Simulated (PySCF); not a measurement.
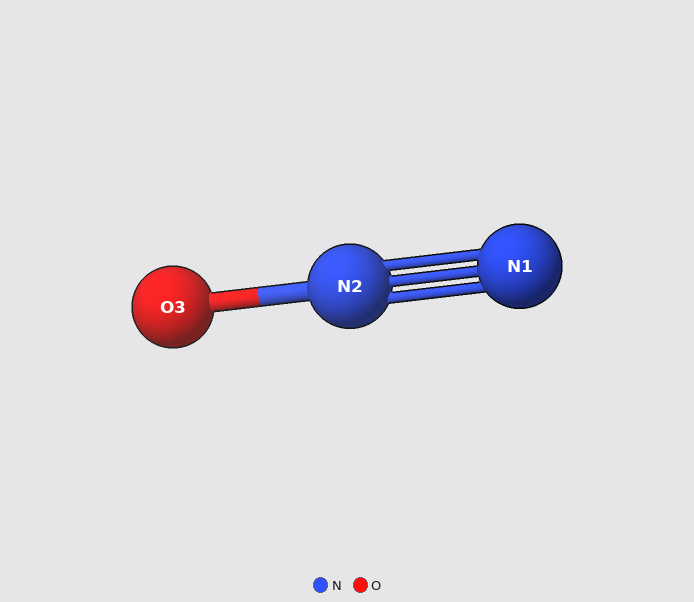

Computed geometry: PBE0-D3(BJ)/def2-SVP optimisation. No frequency run is at hand to confirm it as a minimum. Properties computed with B97-2/pcJ-1 indirect spin-spin coupling, non-relativistic, gas phase (PySCF 2.14.0). Isotopes: 15N, 17O.

Give the spin–spin coupling constants of these pairs, with the number of bonds between them: N1/N2, N2/O3, N1/O3.

| pair | bonds apart | J (Hz) |
| --- | --- | --- |
| N1, N2 | 1 | −6.2 |
| N2, O3 | 1 | −50.1 |
| N1, O3 | 2 | 4.6 |
